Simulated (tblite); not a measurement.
# Geometry relaxation of C$_{6}$H$_{13}$NOSi (part 1 of 3)

C$_{6}$H$_{13}$NOSi, computed with GFN2-xTB geometry optimisation, gas phase (tblite 0.8.0).

It belongs to a series of runs on one base structure; here: H on C replaced by COCH3.

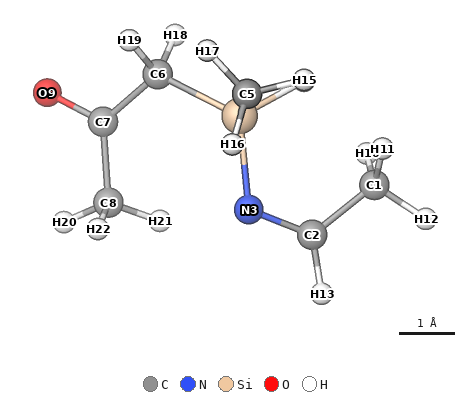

*The starting structure (ball-and-stick view, seen at a tilt; atoms are numbered from 1 in the order of the input).*

### The input
```
{"job": {"kind": "relax", "xc": "GFN2-xTB", "basis": "xTB"}, "charge": 0, "multiplicity": 1}
C     -2.543900     1.137800    -0.361100
C     -1.400300     1.701400     0.390600
N     -0.341700     0.985800     0.625900
Si    -0.310900    -0.637500     0.005900
C     -0.788600    -1.799700     1.436500
C      1.238900    -1.218900    -0.751300
C      2.386900    -0.302700    -0.773600
C      2.400300     1.081000    -0.208800
O      3.437200    -0.712100    -1.289400
H     -2.282100     1.016400    -1.427600
H     -2.880000     0.179900     0.078500
H     -3.413600     1.867300    -0.298700
H     -1.486200     2.735900     0.768200
H     -1.409100    -0.782800    -0.973500
H     -1.866500    -1.974000     1.358200
H     -0.558000    -1.255200     2.381100
H     -0.155300    -2.702900     1.362500
H      1.017700    -1.464100    -1.822700
H      1.579500    -2.186100    -0.288000
H      3.344900     1.594200    -0.545800
H      1.569200     1.709500    -0.580700
H      2.451100     1.046400     0.912900
```

The first line tells a small driver script what to run in tblite; the rest is the geometry in Å.

Hardware: 1 CPU thread, shared host.

Launch command:
```bash
OMP_NUM_THREADS=1 python <driver script> task.json out
```

### Log
```
step      E/eV     max force
  0    -765.39087    3.171
  1    -765.66828    3.300
  2    -765.81602    0.987
  3    -765.89121    0.872
  4    -765.99132    0.861
  5    -766.04552    0.587
  6    -766.11056    0.515
  7    -766.15448    0.437
  8    -766.19249    0.398
  9    -766.22438    0.348
 10    -766.25068    0.360
 11    -766.27018    0.317
 12    -766.28459    0.265
 13    -766.29721    0.294
 14    -766.30957    0.259
 15    -766.32142    0.217
 16    -766.33278    0.210
 17    -766.34397    0.253
 18    -766.35526    0.255
 19    -766.36582    0.313
 20    -766.37398    0.265
 21    -766.37945    0.163
 22    -766.38327    0.137
 23    -766.38656    0.135
 24    -766.39016    0.153
 25    -766.39393    0.153
 26    -766.39709    0.132
 27    -766.39925    0.092
 28    -766.40092    0.091
 29    -766.40273    0.110
 30    -766.40494    0.142
 31    -766.40737    0.132
 32    -766.40958    0.103
 33    -766.41144    0.115
 34    -766.41321    0.116
 35    -766.41514    0.126
 36    -766.41714    0.118
 37    -766.41886    0.089
 38    -766.42013    0.082
 39    -766.42118    0.090
 40    -766.42224    0.083
 41    -766.42328    0.079
 42    -766.42411    0.061
 43    -766.42477    0.061
 44    -766.42543    0.066
 45    -766.42627    0.072
 46    -766.42737    0.081
 47    -766.42864    0.079
 48    -766.42990    0.095
 49    -766.43101    0.076
 50    -766.43188    0.078
 51    -766.43252    0.066
 52    -766.43304    0.052
 53    -766.43350    0.058
 54    -766.43399    0.049
 55    -766.43457    0.055
 56    -766.43520    0.051
 57    -766.43574    0.046
 58    -766.43612    0.044
 59    -766.43644    0.042
 60    -766.43688    0.058
 61    -766.43760    0.088
 62    -766.43870    0.123
 63    -766.44000    0.134
 64    -766.44116    0.105
 65    -766.44211    0.126
 66    -766.44317    0.153
 67    -766.44465    0.132
 68    -766.44701    0.074
 69    -766.44794    0.068
 70    -766.44974    0.100
 71    -766.45135    0.128
 72    -766.45270    0.135
 73    -766.45471    0.095
 74    -766.45599    0.089
 75    -766.45772    0.120
 76    -766.45888    0.133
 77    -766.46033    0.111
 78    -766.46134    0.079
 79    -766.46229    0.109
 80    -766.46373    0.136
 81    -766.46607    0.126
 82    -766.46909    0.124
 83    -766.47182    0.152
 84    -766.46672    0.616
 85    -766.47635    0.157
 86    -766.47905    0.142
 87    -766.48447    0.677
 88    -766.49145    0.132
 89    -766.49597    0.157
 90    -766.50497    0.772
 91    -766.51608    0.254
 92    -766.52749    0.225
 93    -766.54194    0.707
 94    -766.55261    0.422
 95    -766.56730    0.290
 96    -766.58270    1.078
 97    -766.59933    0.308
 98    -766.60644    0.403
 99    -766.61415    0.587
100    -766.62025    0.361
101    -766.63119    0.377
102    -766.64161    0.166
103    -766.64735    0.516
104    -766.65141    0.311
105    -766.65658    0.172
106    -766.66202    0.372
107    -766.66692    0.340
108    -766.67137    0.248
109    -766.67618    0.197
110    -766.67959    0.114
111    -766.68211    0.301
112    -766.68526    0.250
113    -766.68879    0.143
114    -766.69458    0.279
115    -766.69806    0.215
116    -766.70352    0.308
117    -766.70821    0.113
118    -766.71074    0.376
119    -766.71467    0.118
120    -766.71698    0.186
121    -766.72064    0.119
122    -766.72355    0.161
123    -766.72838    0.151
124    -766.73214    0.134
125    -766.73585    0.174
126    -766.73961    0.185
127    -766.74261    0.379
128    -766.74485    0.084
129    -766.74640    0.059
130    -766.74762    0.061
131    -766.74854    0.082
132    -766.75005    0.113
133    -766.75104    0.108
134    -766.75179    0.066
135    -766.75249    0.078
136    -766.75322    0.059
137    -766.75384    0.053
138    -766.75433    0.046
139    -766.75477    0.035
140    -766.75523    0.049
141    -766.75574    0.072
142    -766.75629    0.087
143    -766.75688    0.097
144    -766.75757    0.088
145    -766.75838    0.066
146    -766.75921    0.055
147    -766.75992    0.051
148    -766.76050    0.056
149    -766.76107    0.048
150    -766.76175    0.049
151    -766.76249    0.054
152    -766.76308    0.049
153    -766.76345    0.044
154    -766.76374    0.044
155    -766.76404    0.052
156    -766.76439    0.066
157    -766.76483    0.067
158    -766.76538    0.070
159    -766.76604    0.063
160    -766.76692    0.056
161    -766.76825    0.072
162    -766.77024    0.079
163    -766.77296    0.113
164    -766.77571    0.115
165    -766.77760    0.107
166    -766.77930    0.068
167    -766.78039    0.060
168    -766.78105    0.064
169    -766.78118    0.125
170    -766.78206    0.057
171    -766.78251    0.036
172    -766.78327    0.039
173    -766.78380    0.037
174    -766.78423    0.043
175    -766.78462    0.048
176    -766.78491    0.046
177    -766.78517    0.036
178    -766.78543    0.032
179    -766.78560    0.033
180    -766.78582    0.029
181    -766.78599    0.031
182    -766.78616    0.027
183    -766.78633    0.028
184    -766.78651    0.036
185    -766.78668    0.035
186    -766.78685    0.047
187    -766.78707    0.059
188    -766.78739    0.076
189    -766.78782    0.084
190    -766.78832    0.096
191    -766.78890    0.079
192    -766.78967    0.080
193    -766.79082    0.067
194    -766.79264    0.096
195    -766.79451    0.147
196    -766.79603    0.181
197    -766.79884    0.102
198    -766.79863    0.220
199    -766.80115    0.146
200    -766.80241    0.373
201    -766.80497    0.109
202    -766.80766    0.151
203    -766.81156    0.181
204    -766.81393    0.150
205    -766.81464    0.249
206    -766.81707    0.185
207    -766.81830    0.086
208    -766.82002    0.075
209    -766.82186    0.180
210    -766.82363    0.152
211    -766.82490    0.099
212    -766.82638    0.113
213    -766.82747    0.075
214    -766.82841    0.065
215    -766.82906    0.061
216    -766.82989    0.066
217    -766.83005    0.117
218    -766.83104    0.063
219    -766.83152    0.047
220    -766.83229    0.049
221    -766.83290    0.056
222    -766.83359    0.054
223    -766.83433    0.049
224    -766.83499    0.057
225    -766.83512    0.094
226    -766.83568    0.039
227    -766.83585    0.024
228    -766.83603    0.037
229    -766.83612    0.039
230    -766.83628    0.027
231    -766.83643    0.031
232    -766.83658    0.036
233    -766.83674    0.029
234    -766.83692    0.026
235    -766.83709    0.027
236    -766.83724    0.028
237    -766.83737    0.029
238    -766.83753    0.035
239    -766.83774    0.032
240    -766.83801    0.041
241    -766.83817    0.037
242    -766.83841    0.038
243    -766.83865    0.034
244    -766.83899    0.052
245    -766.83940    0.056
246    -766.83996    0.065
247    -766.84046    0.053
248    -766.84092    0.040
249    -766.84122    0.076
250    -766.84161    0.057
251    -766.84192    0.039
252    -766.84224    0.038
253    -766.84239    0.028
254    -766.84256    0.027
255    -766.84267    0.022
256    -766.84274    0.022
257    -766.84285    0.023
258    -766.84293    0.021
259    -766.84300    0.017
260    -766.84308    0.019
261    -766.84318    0.022
262    -766.84330    0.025
263    -766.84341    0.025
264    -766.84350    0.027
265    -766.84359    0.020
266    -766.84369    0.023
267    -766.84381    0.024
268    -766.84389    0.021
269    -766.84395    0.018
270    -766.84402    0.018
271    -766.84410    0.022
272    -766.84419    0.023
273    -766.84429    0.019
274    -766.84438    0.021
275    -766.84445    0.018
276    -766.84451    0.015
277    -766.84456    0.012
278    -766.84460    0.012
279    -766.84462    0.015
280    -766.84465    0.010
```

### Trajectory as extended XYZ (Å, eV, eV/Å), 22 of the 281 frames kept, from step=0 to step=280
```
22
Properties=species:S:1:pos:R:3:forces:R:3 step=0 energy=-765.39087
C    -2.5439    1.1378   -0.3611   -2.0430   1.4480  -0.0120
C    -1.4003    1.7014    0.3906    1.8250  -1.4180   0.5480
N    -0.3417    0.9858    0.6259   -1.8600   1.5170  -0.4650
Si   -0.3109   -0.6375    0.0059   -1.6450   0.1690   0.8700
C    -0.7886   -1.7997    1.4365    0.5580   0.6210   0.2780
C     1.2389   -1.2189   -0.7513    0.5930  -1.2000  -0.8630
C     2.3869   -0.3027   -0.7736    2.9670  -0.4060  -1.0420
C     2.4003    1.0810   -0.2088    0.5630   1.0200   0.2610
O     3.4372   -0.7121   -1.2894   -1.1960   0.4870   0.5960
H    -2.2821    1.0164   -1.4276   -0.2440   0.0240   0.6210
H    -2.8800    0.1799    0.0785    0.1980   0.7130  -0.3600
H    -3.4136    1.8673   -0.2987    0.8270  -0.8030  -0.1820
H    -1.4862    2.7359    0.7682    0.3110  -0.6240  -0.1410
H    -1.4091   -0.7828   -0.9735    0.5740  -0.5670  -0.3150
H    -1.8665   -1.9740    1.3582    0.5710  -0.4000   0.3880
H    -0.5580   -1.2552    2.3811   -0.3190  -0.7540  -0.5400
H    -0.1553   -2.7029    1.3625   -0.8670   0.3810   0.3190
H     1.0177   -1.4641   -1.8227    0.3480   0.0320   0.7620
H     1.5795   -2.1861   -0.2880   -0.2410   0.8690  -0.4990
H     3.3449    1.5942   -0.5458   -0.7360  -0.6120   0.2900
H     1.5692    1.7095   -0.5807    0.2610  -0.5460   0.5650
H     2.4511    1.0464    0.9129   -0.4470   0.0500  -1.0800
22
Properties=species:S:1:pos:R:3:forces:R:3 step=13 energy=-766.29721
C    -2.7025    1.3079   -0.3371   -0.1740   0.0500  -0.0670
C    -1.4656    1.7055    0.3844    0.1140  -0.1420   0.0080
N    -0.4774    0.9424    0.5196    0.0940  -0.0670   0.0590
Si   -0.3551   -0.7081    0.0032    0.1610  -0.0160  -0.2320
C    -0.7933   -1.8046    1.4986    0.0610   0.0420  -0.0130
C     1.3321   -1.1699   -0.7783    0.1320  -0.0410   0.0210
C     2.5712   -0.3019   -0.8299   -0.0870   0.0600   0.0290
C     2.4716    1.0716   -0.2429   -0.0230   0.0640   0.0400
O     3.5916   -0.7091   -1.3288    0.0350  -0.1090  -0.0460
H    -2.4386    1.1438   -1.3776   -0.0500  -0.0130  -0.1240
H    -3.0404    0.3576    0.0634   -0.0820  -0.0550   0.0050
H    -3.5096    2.0232   -0.2887   -0.0560   0.2690   0.1040
H    -1.4015    2.7096    0.8043   -0.0140  -0.0400  -0.0210
H    -1.2445   -1.0811   -1.1235   -0.1190  -0.0510   0.1000
H    -1.8499   -2.0529    1.5089    0.0080  -0.0280  -0.0660
H    -0.5766   -1.3354    2.4510    0.0970   0.1170   0.0070
H    -0.2303   -2.7298    1.4563   -0.0400  -0.0690   0.0010
H     1.1435   -1.4364   -1.8274    0.0350  -0.0340   0.2080
H     1.6523   -2.1000   -0.3009    0.0100  -0.0190  -0.1090
H     3.3507    1.6656   -0.4878   -0.0190  -0.0730   0.0230
H     1.5716    1.5573   -0.6040   -0.0260   0.0700   0.0500
H     2.3904    0.9638    0.8363   -0.0550   0.0830   0.0200
22
Properties=species:S:1:pos:R:3:forces:R:3 step=27 energy=-766.39925
C    -2.8006    1.4105   -0.3413    0.0390   0.0170   0.0220
C    -1.4812    1.6262    0.3340    0.0160   0.0210  -0.0070
N    -0.5167    0.8286    0.4006   -0.0690  -0.0220  -0.0340
Si   -0.3290   -0.8197   -0.0750   -0.0740   0.0160   0.0080
C    -0.7354   -1.8169    1.4976    0.0260   0.0210   0.0180
C     1.4022   -1.2150   -0.7851   -0.0440  -0.0120   0.0210
C     2.5985   -0.2881   -0.8062   -0.0120  -0.0610  -0.0050
C     2.4563    1.0804   -0.2132   -0.0180   0.0010  -0.0170
O     3.6400   -0.6535   -1.2988   -0.0490  -0.0430   0.0070
H    -2.6430    1.2694   -1.4101    0.0140   0.0070   0.0320
H    -3.2659    0.5021    0.0381    0.0480   0.0170   0.0050
H    -3.4697    2.2533   -0.1853    0.0430  -0.0370  -0.0090
H    -1.3477    2.5984    0.8133    0.0020   0.0080  -0.0110
H    -1.2741   -1.2781   -1.1157    0.0000  -0.0280  -0.0490
H    -1.8031   -2.0118    1.5432    0.0240  -0.0320   0.0050
H    -0.4722   -1.2862    2.4061    0.0670   0.0630  -0.0080
H    -0.2223   -2.7723    1.5174   -0.0100  -0.0130  -0.0480
H     1.2493   -1.5019   -1.8298    0.0580  -0.0160   0.0200
H     1.7498   -2.1323   -0.3023    0.0160   0.0090  -0.0240
H     3.3516    1.6556   -0.4324    0.0200   0.0650   0.0480
H     1.5791    1.5722   -0.6178   -0.0600   0.0390  -0.0050
H     2.3237    0.9984    0.8618   -0.0370  -0.0210   0.0290
22
Properties=species:S:1:pos:R:3:forces:R:3 step=40 energy=-766.42224
C    -2.7994    1.4579   -0.3354   -0.0110  -0.0240  -0.0200
C    -1.4606    1.6198    0.3057   -0.0020   0.0110   0.0000
N    -0.5342    0.7790    0.3320    0.0060  -0.0020  -0.0200
Si   -0.3740   -0.8661   -0.1450    0.0510  -0.0350   0.0370
C    -0.6879   -1.8107    1.4785    0.0200   0.0100   0.0200
C     1.3865   -1.2384   -0.7907    0.0160   0.0270  -0.0080
C     2.5640   -0.2868   -0.7843   -0.0270   0.0550  -0.0030
C     2.3963    1.0811   -0.1832   -0.0020  -0.0190   0.0050
O     3.6196   -0.6407   -1.2548   -0.0170   0.0240   0.0050
H    -2.6738    1.3183   -1.4069    0.0150   0.0090  -0.0350
H    -3.2740    0.5585    0.0495   -0.0160  -0.0240   0.0180
H    -3.4407    2.3147   -0.1571    0.0000   0.0240   0.0090
H    -1.2755    2.5745    0.8000    0.0050   0.0440   0.0010
H    -1.2953   -1.3836   -1.1807    0.0000   0.0310   0.0220
H    -1.7474   -1.9944    1.6322    0.0320  -0.0070  -0.0190
H    -0.3333   -1.2389    2.3301    0.0250  -0.0040   0.0210
H    -0.1781   -2.7687    1.4884   -0.0370   0.0020  -0.0240
H     1.2973   -1.5609   -1.8312   -0.0020  -0.0140  -0.0080
H     1.7448   -2.1297   -0.2683   -0.0190   0.0010  -0.0020
H     3.3044    1.6606   -0.3462   -0.0470  -0.0270   0.0430
H     1.5418    1.5944   -0.6177    0.0290  -0.0780   0.0010
H     2.2093    0.9794    0.8844   -0.0180  -0.0040  -0.0430
22
Properties=species:S:1:pos:R:3:forces:R:3 step=53 energy=-766.43350
C    -2.7946    1.4764   -0.3438   -0.0140   0.0060  -0.0130
C    -1.4457    1.6341    0.2788   -0.0210  -0.0060  -0.0010
N    -0.5282    0.7838    0.3087   -0.0080   0.0070   0.0160
Si   -0.3640   -0.8675   -0.1488   -0.0310   0.0220   0.0000
C    -0.6357   -1.8069    1.4823    0.0030   0.0000   0.0060
C     1.3895   -1.2522   -0.8027   -0.0200  -0.0260   0.0020
C     2.5536   -0.2880   -0.7848   -0.0070  -0.0140  -0.0070
C     2.3416    1.0539   -0.1506    0.0070   0.0170  -0.0080
O     3.6115   -0.6081   -1.2730   -0.0010   0.0400   0.0000
H    -2.6822    1.3439   -1.4182    0.0040   0.0020  -0.0180
H    -3.2724    0.5789    0.0433    0.0130  -0.0070   0.0040
H    -3.4255    2.3386   -0.1525   -0.0100   0.0060  -0.0040
H    -1.2467    2.5995    0.7510    0.0150  -0.0260  -0.0150
H    -1.3116   -1.3797   -1.1630    0.0280   0.0050   0.0150
H    -1.6933   -1.9510    1.6776    0.0030  -0.0130   0.0200
H    -0.2190   -1.2652    2.3253    0.0170   0.0080   0.0050
H    -0.1660   -2.7842    1.4515   -0.0290  -0.0220   0.0010
H     1.3115   -1.5938   -1.8378   -0.0150   0.0100  -0.0030
H     1.7432   -2.1332   -0.2609    0.0170  -0.0120  -0.0020
H     3.2401    1.6583   -0.2366    0.0570  -0.0030   0.0080
H     1.5104    1.5504   -0.6417   -0.0050   0.0370  -0.0070
H     2.0730    0.9314    0.8949   -0.0050  -0.0310  -0.0010
```
